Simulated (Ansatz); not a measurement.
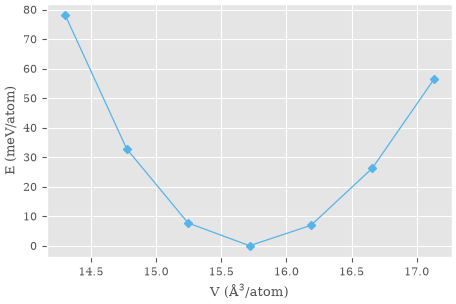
*TiPd (CsCl type, Pm-3m) under volume change, r²SCAN in the plane-wave PAW code Ansatz, scaled uniformly.*

What does a third-order Birch–Murnaghan fit give for V₀, B₀ and B′?

V₀ = 15.72 Å³/atom, B₀ = 166 GPa, B′ = 4.4.

The workflow started from an entry of the Crystallography Open Database (COD). Its standing as an ambient phase is unchecked. The r²SCAN relaxation kept the symmetry of its start; whether a distortion lowers the energy is not shown. No spin polarisation was allowed.

Potentials: the later of the program's two PAW sets.
